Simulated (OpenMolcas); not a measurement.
```
&GATEWAY
Basis set
Cu.ANO-RCC-VTZP.
Cu1 0.0 0.0 0.0 Angstrom
End of basis
Basis set
F.ANO-RCC-VDZP.
L1 2.031000 0.000000 0.000000 Angstrom
L2 0.000000 2.031000 0.000000 Angstrom
L3 0.000000 0.000000 2.031000 Angstrom
End of basis
Basis set
Li.EMB-AIMP.Seijo.0s.0s.ECP.LiF.
PseudoCharge
* 67 symmetry-unique lattice sites within 7.6 angstrom
End of basis
Basis set
F.EMB-AIMP.Seijo.0s.0s.ECP.LiF.
PseudoCharge
* 55 symmetry-unique lattice sites within 7.6 angstrom
End of basis
Symmetry
XYZ
AngMom=0.0 0.0 0.0
AMFI
RICD
XField
973 Angstrom 0
* Evjen-weighted lattice charges
&SEWARD
&RASSCF
FileOrb=start.orb
Symmetry=1
Spin=2
nActEl=9 0 0
Inactive=18 21
Ras2=5 0
CIRoot=5 5 1
SDav=5
CIMx=300
Iter=150 100
PrWF=0.3
OrbListing=Nothing
MaxOrb=0
LevShft=1.0
>>> COPY $Project.JobIph JOB001
&RASSI
NrOfJobIphs=1 5
1 2 3 4 5
IphNames
JOB001
EJob
SpinOrbit
DIPRint=1.0
SOCoupling=1000.0
Subsets=2
Property=9
'ANGMOM' 1 'ANGMOM' 2 'ANGMOM' 3 'MLTPL  1' 1 'MLTPL  1' 2 'MLTPL  1' 3
'AMFI' 1 'AMFI' 2 'AMFI' 3
SOProperty=3
'ANGMOM' 1 'ANGMOM' 2 'ANGMOM' 3
```

Command:
```bash
OMP_NUM_THREADS=1 MOLCAS_MEM=2457 MOLCAS_PROJECT=a pymolcas a.inp > a.log  # once for each step of the input, in one work folder
```

Level of the calculation: state-averaged CASSCF, active space 9 electrons in the shell 3d, basis ANO-RCC-VTZP on the metal and ANO-RCC-VDZP on the ligands, DKH2 scalar Hamiltonian, spin-orbit coupling by RASSI with atomic mean-field integrals (OpenMolcas).

Cu²⁺ (3d⁹) as a dopant in LiF, a cluster with its 6 nearest F⁻ at 2.031 Å (octahedron) embedded in model potentials and point charges; the geometry was set, not optimised. The cluster and the levels that result:

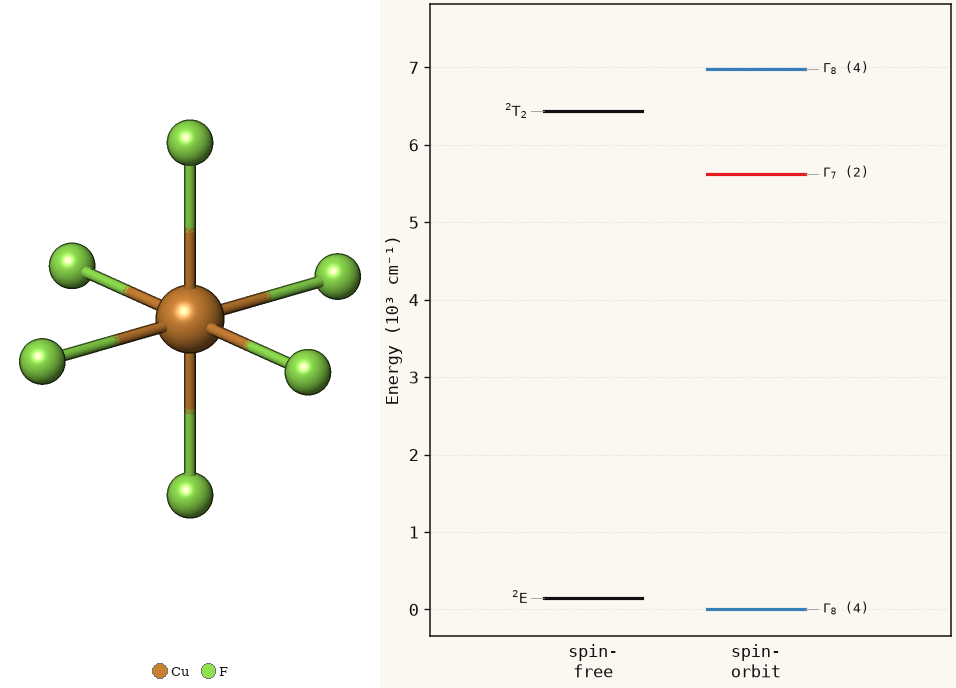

Labels give the representation in O, Td, D4 or D3 as the site allows (double group for half-integer spin) where it could be assigned and, in brackets, the degeneracy; spin-free states, where drawn, share the zero of the spin-orbit levels.

The ground level is Γ₈, 4-fold degenerate, 100 % from states of spin multiplicity 2. The next level lies at 5,630 cm⁻¹ (Γ₇). The lowest spin-free state is ²E, from the free-ion D term; of the same spin there follows at 6,290 cm⁻¹ (²T₂) above it. A ligand-field fit to the spin-free states gives |10Dq| = 6,290 cm⁻¹. The active orbitals hold 95 to 99 % metal character (Löwdin), and the Mulliken charge of the metal is +1.34.

Limits of the model: orbital doublet at a regular site, Jahn-Teller distortion not allowed for; the geometry is set by hand, with no relaxation and no charge compensation.
